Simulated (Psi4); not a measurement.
# InNH3 (SMILES [NH2][InH]) at UPBE/def2-SVP (core potential)

Aim: the vertical doublet–quartet gap of InNH3 at UPBE/def2-SVP (core potential), from 2 runs. Input form: a Python script.

The calculation is run with Psi4 1.11.

6 further runs of the same task are left out: 4 that didn't finish, 2 set aside as unsound or not needed.

**1. The structure to begin with**

InNH3: 5 atoms, total charge 0, spin state doublet. As SMILES, `[NH2][InH]`. The coordinates come from a PBE0-D4/def2-TZVP relaxation. This is one conformer, not always the lowest.

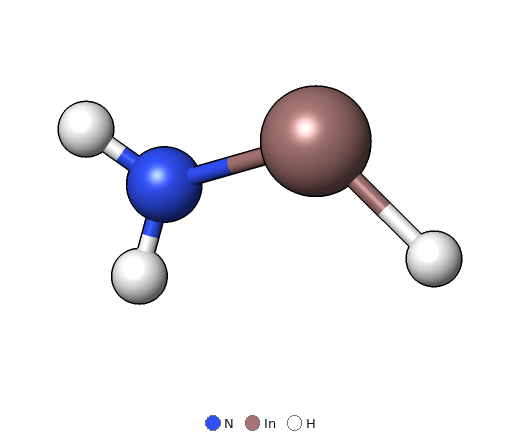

The structure, seen from a chosen angle (nitrogen blue, indium brown, hydrogen white).

**2. Energy and gradient at UPBE/def2-SVP (core potential)**

The input, run.py:

```python
import psi4

psi4.set_memory(1600000000)
psi4.set_num_threads(1)
psi4.set_output_file('run.log', False)

molecule = psi4.geometry("""
0 2
N     -0.299400    -0.736500     0.264700
In     0.846600     0.946400     0.296000
H     -0.846800    -0.960800    -0.554700
H      0.017600    -1.585600     0.707600
H      0.331900     2.262600    -0.755100
symmetry c1
no_reorient
no_com
""")

psi4.set_options({
    'basis': 'def2-SVP',
    'reference': 'uks',
    'puream': True,
    'e_convergence': 1e-09,
    'd_convergence': 1e-08,
    'scf_type': 'pk',
    'dft_radial_points': 99,
    'dft_spherical_points': 590,
    'maxiter': 200,
})

e_tot = psi4.gradient("PBE")
print('gradient / Eh bohr^-1')
print(e_tot.np.round(6))
```

Run with:

```
$ python run.py
```

run.log:

```text
[...]
    !!!  WARNING: ECP capability is in beta. Please check occupations closely.  !!!
[...]
  Running in c1 symmetry.
[...]
  Nuclear repulsion =   61.852746045763588
[...]
  Multiplicity = 2
[...]
  Nalpha       = 16
  Nbeta        = 15
[...]
    Number of basis functions: 55
[...]
   @UKS iter   1:  -246.10776747075266   -6.15558e-01   1.70841e-02 ADIIS/DIIS
[...]
   @UKS iter  13:  -246.53066600013133   -2.75691e-12   6.42215e-09 DIIS
[...]
   @S^2 Observed:                7.525099520E-01
[...]
    Orbital Energies [Eh]
    ---------------------
    Alpha Occupied:
       1A    -13.970391     2A     -4.466875     3A     -2.912215
       4A     -2.907036     5A     -2.903217     6A     -0.742340
       7A     -0.678154     8A     -0.674920     9A     -0.672335
      10A     -0.671695    11A     -0.661657    12A     -0.413934
      13A     -0.377550    14A     -0.280747    15A     -0.206775
      16A     -0.164577
    Alpha Virtual:
      17A     -0.067730    18A     -0.005350    19A      0.040709
      20A      0.086041    21A      0.108013    22A      0.135752
      23A      0.160334    24A      0.165393    25A      0.222647
[...]
  @UKS Final Energy:  -246.53066600013133
   => Energetics <=
    Nuclear Repulsion Energy =             61.8527460457635883
    One-Electron Energy =                -534.2672558929025399
    Two-Electron Energy =                 250.5187418269136685
    DFT Exchange-Correlation Energy =     -24.6348979799060430
    Empirical Dispersion Energy =           0.0000000000000000
    VV10 Nonlocal Energy =                  0.0000000000000000
    Total Energy =                       -246.5306660001313332
[...]
 Multipole Moments:
 ------------------------------------------------------------------------------------
     Multipole            Electronic (a.u.)      Nuclear  (a.u.)        Total (a.u.)
 ------------------------------------------------------------------------------------
 L = 1.  Multiply by 2.5417464519 to convert [e a0] to [Debye]
 Dipole X            :        -28.6493006           28.6964361            0.0471354
 Dipole Y            :        -27.7188289           27.2783856           -0.4404433
 Dipole Z            :        -14.2405336           14.1100181           -0.1305155
 Magnitude           :                                                    0.4617861
[...]
  -Total Gradient:
     Atom            X                  Y                   Z
    ------   -----------------  -----------------  -----------------
       1        0.003005465909    -0.005341573582    -0.004457282503
       2       -0.008583722622    -0.005405943619    -0.003535176562
       3        0.007524277610     0.003342364472     0.011135596166
       4       -0.003896489469     0.011535093917    -0.006313102012
       5        0.001949249847    -0.004132214198     0.003168992744
[...]
```

Standard output:

```text
Memory set to   1.490 GiB by Python driver.
  Threads set to 1 by Python driver.
gradient / Eh bohr^-1
[[ 0.003005 -0.005342 -0.004457]
 [-0.008584 -0.005406 -0.003535]
 [ 0.007524  0.003342  0.011136]
 [-0.003896  0.011535 -0.006313]
 [ 0.001949 -0.004132  0.003169]]
```

It took 9.3 s on 1 thread of Intel Xeon 6975P-C (Granite Rapids), shared host; peak memory 0.62 GiB.

**3. The quartet: a single-point energy at UPBE/def2-SVP (core potential)**

The input, h3inn.py:

```python
import psi4

psi4.set_memory('1600 MB')
psi4.set_num_threads(1)
psi4.core.set_output_file('run.log', False)

mol = psi4.geometry("""
0 4
N     -0.299400    -0.736500     0.264700
In     0.846600     0.946400     0.296000
H     -0.846800    -0.960800    -0.554700
H      0.017600    -1.585600     0.707600
H      0.331900     2.262600    -0.755100
symmetry c1
""")

psi4.set_options({
    'basis': 'def2-SVP',
    'reference': 'uks',
    'puream': True,
    'e_convergence': 1e-09,
    'd_convergence': 1e-08,
    'scf_type': 'pk',
    'dft_radial_points': 99,
    'dft_spherical_points': 590,
    'maxiter': 200,
})

result = psi4.energy("pbe")
print(f'pbe energy: {result:.10f} Eh')
```

Run with:

```
$ python h3inn.py
```

run.log:

```text
[...]
    !!!  WARNING: ECP capability is in beta. Please check occupations closely.  !!!
[...]
  Running in c1 symmetry.
[...]
  Nuclear repulsion =   61.852746045763581
[...]
  Multiplicity = 4
[...]
  Nalpha       = 17
  Nbeta        = 14
[...]
    Number of basis functions: 55
[...]
   @UKS iter   1:  -245.96034563110530   -5.22821e-01   1.65193e-02 ADIIS/DIIS
[...]
   @UKS iter  17:  -246.38101545099511   -4.26326e-13   9.82889e-10 DIIS
[...]
   @S^2 Observed:                3.754334594E+00
[...]
    Orbital Energies [Eh]
    ---------------------
    Alpha Occupied:
       1A    -14.100308     2A     -4.458739     3A     -2.902105
       4A     -2.899966     5A     -2.895796     6A     -0.860140
       7A     -0.676006     8A     -0.672346     9A     -0.665299
      10A     -0.662991    11A     -0.661363    12A     -0.518921
      13A     -0.436216    14A     -0.352339    15A     -0.314256
      16A     -0.172678    17A     -0.084980
    Alpha Virtual:
      18A     -0.039536    19A      0.023640    20A      0.046842
      21A      0.057142    22A      0.122893    23A      0.155638
      24A      0.158143    25A      0.205700    26A      0.284476
[...]
  @UKS Final Energy:  -246.38101545099511
   => Energetics <=
    Nuclear Repulsion Energy =             61.8527460457635812
    One-Electron Energy =                -533.3060804494409695
    Two-Electron Energy =                 249.6609567831527272
    DFT Exchange-Correlation Energy =     -24.5886378304704607
    Empirical Dispersion Energy =           0.0000000000000000
    VV10 Nonlocal Energy =                  0.0000000000000000
    Total Energy =                       -246.3810154509951076
[...]
 Multipole Moments:
 ------------------------------------------------------------------------------------
     Multipole            Electronic (a.u.)      Nuclear  (a.u.)        Total (a.u.)
 ------------------------------------------------------------------------------------
 L = 1.  Multiply by 2.5417464519 to convert [e a0] to [Debye]
 Dipole X            :         11.3963472          -12.4139086           -1.0175613
 Dipole Y            :         14.6996815          -16.3015989           -1.6019174
 Dipole Z            :          2.1877628           -2.3686144           -0.1808516
 Magnitude           :                                                    1.9063781
[...]
```

The script printed:

```text
Memory set to   1.490 GiB by Python driver.
  Threads set to 1 by Python driver.
pbe energy: -246.3810154510 Eh
```

Run time: 9.9 s. Hardware: 1 thread of Intel Xeon 6975P-C (Granite Rapids), shared host; peak memory 0.62 GiB.

**4. Results**

Level: UPBE/def2-SVP (core potential).

| quantity | value |
| --- | --- |
| doublet: total energy | -246.53067 Eh |
| doublet: dipole moment | 1.17 D |
| doublet: HOMO energy (highest over α and β) | -4.48 eV |
| doublet: LUMO energy (lowest over α and β) | -3.42 eV |
| doublet: ⟨S²⟩ | 0.753 |
| doublet: largest force on an atom | 0.712 eV/Å |
| quartet: total energy | -246.38102 Eh |
| quartet: dipole moment | 4.85 D |
| quartet: HOMO energy (highest over α and β) | -2.31 eV |
| quartet: ⟨S²⟩ | 3.754 |
| vertical energy of the quartet above the doublet | 4.072 eV |

What this shows: At this shape the quartet lies 4.07 eV (393 kJ/mol) above the doublet. The largest force (doublet) is 0.71 eV/Å: the shape isn't a stationary point for this species at this level.
